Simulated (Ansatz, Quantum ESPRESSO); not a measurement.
## Si3Ge (Fm-3m): zone-centre phonons: relaxing the cell and atoms

Quantum ESPRESSO 7.5; DFT PBEsol, scalar-relativistic, plane waves, PseudoDojo norm-conserving pseudopotentials.

The structure was built from a prototype and need not be the compound's stable phase.

Symmetry: Fm-3m, No. 225, cubic system. The conventional cell has a = 6.264 Å, b = 6.264 Å, c = 6.264 Å, α = 90.00°, β = 90.00°, γ = 90.00°. Nearest to Ge lie 8 Si at 2.71 Å. Nearest to Si lie 8 Si at 2.71 Å. Nearest to Si lie 4 Si at 2.71 Å and 4 Ge at 2.71 Å. Farther neighbours are not listed.

The steps of the relaxation:

```csv
step,energy less that of the first step (eV),largest force (eV/Å),pressure (GPa),volume (Å³)
1,0.0000,0.0000,-0.68,61.44
2,-0.0007,0.0000,-0.35,61.23
3,-0.0009,0.0000,0.01,61.00
4,-0.0009,0.0000,0.00,61.00
5,-0.0009,0.0000,0.00,61.00
```

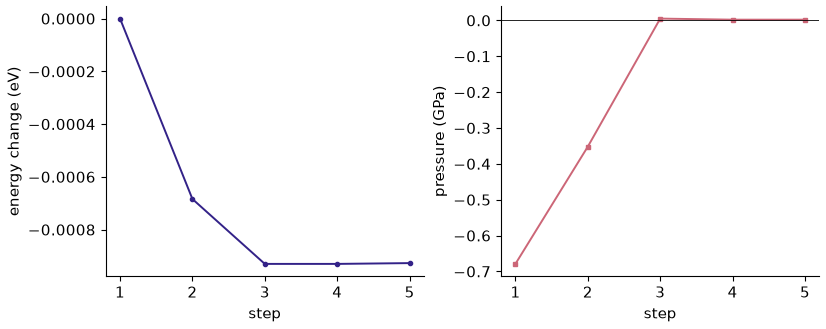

Energy and pressure along the relaxation.

```csv
"conventional cell, symmetrised",before,after,change
a (Å),6.264,6.249,-0.2 %
b (Å),6.264,6.249,-0.2 %
c (Å),6.264,6.249,-0.2 %
volume (Å³/atom),15.36,15.25,-0.7 %
```

Final coordinates:

```xyz
4
Lattice="-3.1244 0.0000 3.1244 0.0000 3.1244 3.1244 -3.1244 3.1244 0.0000" Properties=species:S:1:pos:R:3 pbc="T T T"
Ge    0.0000    0.0000    0.0000
Si   -3.1244    3.1244    3.1244
Si   -4.6867    4.6867    4.6867
Si   -1.5622    1.5622    1.5622
```

The last row of the table of steps is pw.x's closing run on a basis chosen anew for the final cell, so its energy can jump.

Numbers from this step:

| Property | Result |
| --- | --- |
| volume per atom | 15.25 Å³ |
| pressure | 0.002 GPa |

The volume changes by -0.7 % from the cell with which this run began.

Q: Write an input that reproduces this.

The system, level and task follow from the heading and the kind of results. Meshes, cutoffs and thresholds can't be read from the results; these are the ones that the run used.

Contents of relax.in:

```
&CONTROL
  calculation   = 'vc-relax'
  prefix        = 'x'
  outdir        = './tmp'
  pseudo_dir    = './pseudo'
  tprnfor       = .true.
  tstress       = .true.
  forc_conv_thr = 2.0d-05
  etot_conv_thr = 1.0d-07
  nstep         = 40
/
&SYSTEM
  ibrav       = 0
  nat         = 4
  ntyp        = 2
  ecutwfc     = 94
  occupations = 'smearing'
  smearing    = 'mv'
  degauss     = 0.02
/
&ELECTRONS
  conv_thr         = 1.0d-11
  mixing_beta      = 0.7
  electron_maxstep = 100
/
&IONS
/
&CELL
  press_conv_thr = 0.2
/
ATOMIC_SPECIES
 Ge     72.6300  Ge.upf
 Si     28.0850  Si.upf
CELL_PARAMETERS angstrom
    -3.131894110    0.000000000    3.131894110
     0.000000000    3.131894110    3.131894110
    -3.131894110    3.131894110    0.000000000
ATOMIC_POSITIONS crystal
 Ge     0.000000000   0.000000000   0.000000000
 Si     0.500000000   0.500000000   0.500000000
 Si     0.750000000   0.750000000   0.750000000
 Si     0.250000000   0.250000000   0.250000000
K_POINTS automatic
 8 8 8 0 0 0
```

Started as:

```sh
> OMP_NUM_THREADS=1 mpirun -n 4 pw.x -nk 4 -in relax.in > relax.out
```

[Host names and launcher messages were left out of these logs when they were recorded.]

[Logs are printed without paths, hosts, clocks, repeated set-up lines and the standing remarks that a program may print on its own settings, such as how far it seeks lower states.]

[Hosts, paths, dates, database ids (printed as entryN), source tags and the programs' standing remarks are cut or masked in the printed files.]
